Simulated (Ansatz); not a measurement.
C$_{3}$H$_{8}$OSi: several calculations on one system

Part 1: Relaxation

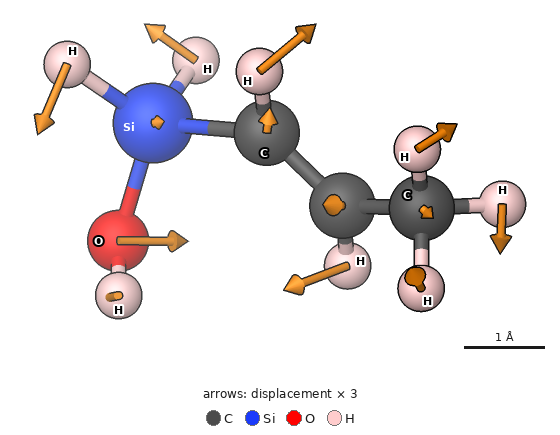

This is a relaxation of C3H8OSi. The starting structure is drawn; orange arrows show the displacements, magnified 3 times. The two geometries are superimposed by the best rigid fit.

The picture is a ball-and-stick view, seen at a tilt.

The run prepares an end point of a later path (torsion) calculation, from a guessed geometry.

Level of theory: Ansatz, RKS PBE0-D4/def2-mTZVP. Settings: no spin polarisation; force threshold 0.015 eV/Å; at most 40 steps.

Describe the change and its energy.

After 13 accepted moves (14 points after the start) the energy has fallen by 7.39 kcal/mol. The largest force component goes from 2.7 to 0.011 eV/Å. The line search rejected the trial step at point 6 of the run. An H atom moves most after the best rigid fit: 0.35 Å. Largest moves by element: H 0.35 Å, O 0.33 Å, C 0.15 Å, Si 0.06 Å. Some distances before and after: H–Si 1.437 → 1.493 Å, C–H 1.134 → 1.095 Å, C–C 1.452 → 1.490 Å, C–H 1.054 → 1.091 Å. Among the angles between lasting bonds that change: Si–C–H 111.4° → 118.9°, C–Si–H 105.4° → 111.8°, C–C–H 118.0° → 111.7°. Groups turn about O–Si by about 35°, C–Si by about 25°.

Part 2: Relaxation

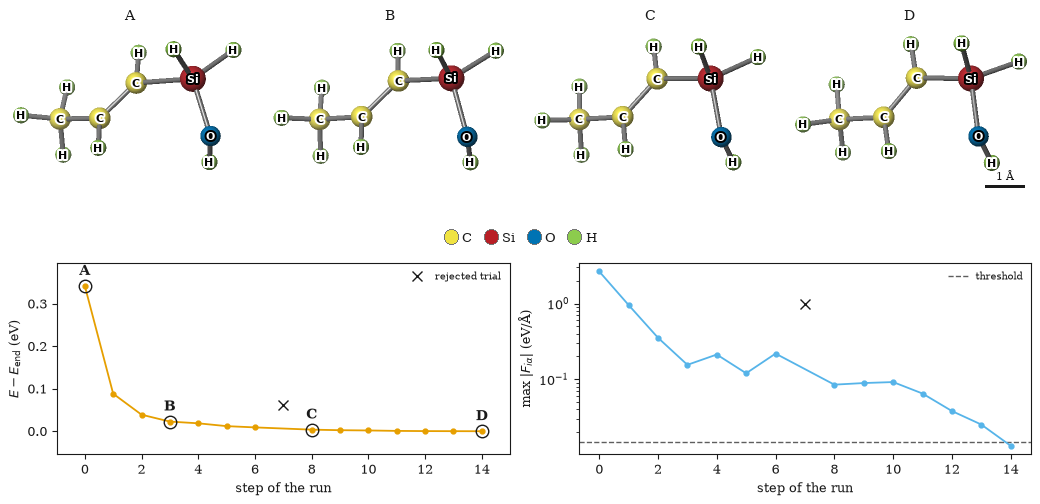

Frames of a relaxation of C₃H₈OSi, marked on the history of the run. The picture is a ball-and-stick view, seen at a tilt.

The run prepares an end point of a later path (torsion) calculation, from a guessed geometry.

Method: RKS PBE0-D4/def2-mTZVP (Ansatz). Set-up: no spin polarisation; force threshold 0.015 eV/Å; at most 40 steps.

Describe the path.

The atom that moves furthest after the best rigid fit is an H atom (0.38 Å). By element the largest moves are H 0.38 Å, O 0.36 Å, C 0.19 Å, Si 0.05 Å. Near-neighbour distances that change, for instance: H–Si 1.437 → 1.493 Å, C–H 1.134 → 1.092 Å, C–C 1.452 → 1.490 Å, C–H 1.054 → 1.091 Å. Among the angles between lasting bonds that change: Si–C–H 111.4° → 119.0°, C–C–H 118.0° → 110.7°, C–Si–H 105.4° → 111.8°. Groups turn about O–Si by about 35°, C–Si by about 25°. After 13 accepted moves (14 points after the start) the energy has fallen by 0.342 eV. The largest force component goes from 2.7 to 0.013 eV/Å. The line search rejected the trial step at point 7 of the run. From step 0 to 3: an H atom moves most (0.14 Å), energy −0.319 eV. From step 3 to 8: an H atom moves most (0.18 Å), energy −0.019 eV. From step 8 to 14: H atoms move most (0.13 Å), energy −0.004 eV.

| step | E − E(0), eV | largest force component, eV/Å | note |
| --- | --- | --- | --- |
| 0 | 0.0000 | 2.6524 |  |
| 1 | -0.2535 | 0.9557 |  |
| 2 | -0.3028 | 0.3533 |  |
| 3 | -0.3191 | 0.1550 |  |
| 4 | -0.3231 | 0.2122 |  |
| 5 | -0.3298 | 0.1200 |  |
| 6 | -0.3327 | 0.2184 |  |
| 7 | -0.2792 | 0.9814 | rejected |
| 8 | -0.3381 | 0.0849 |  |
| 9 | -0.3393 | 0.0891 |  |
| 10 | -0.3400 | 0.0918 |  |
| 11 | -0.3410 | 0.0648 |  |
| 12 | -0.3414 | 0.0381 |  |
| 13 | -0.3416 | 0.0252 |  |
| 14 | -0.3418 | 0.0132 |  |

Part 3: Path

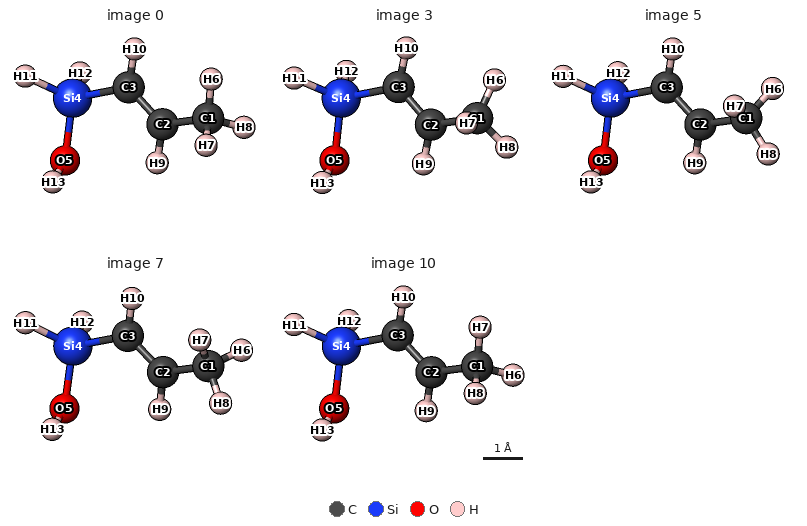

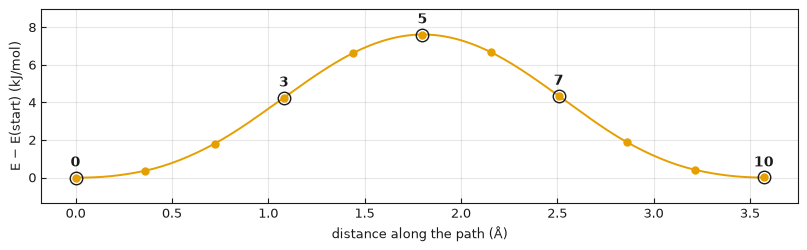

A nudged-elastic-band calculation for C₃H₈OSi. Images are numbered from 0 (start) to 10 (end). A ball-and-stick model, seen at a tilt.

The calculation used Ansatz 0.2.0, RKS PBE0-D4/def2-mTZVP. Run with 9 movable images; climbing image; force threshold 0.05 eV/Å; iteration limit 40; starting path by image-dependent pair potential.

What happens along the path, and what is the barrier?

Answer. The motion is a rotation about the C1–C2 bond by about 120°. No bond forms or breaks between the ends. The barrier is about 7.6 kJ/mol in both directions, with image 5 at the top; the ends have the same energy. The band converged in 6 iterations. The largest component of the band force went from 0.51 to 0.026 eV/Å. The climbing image converged on the top of the path. Its vibrational analysis gives one imaginary mode (198i cm⁻¹), as a transition state must have.
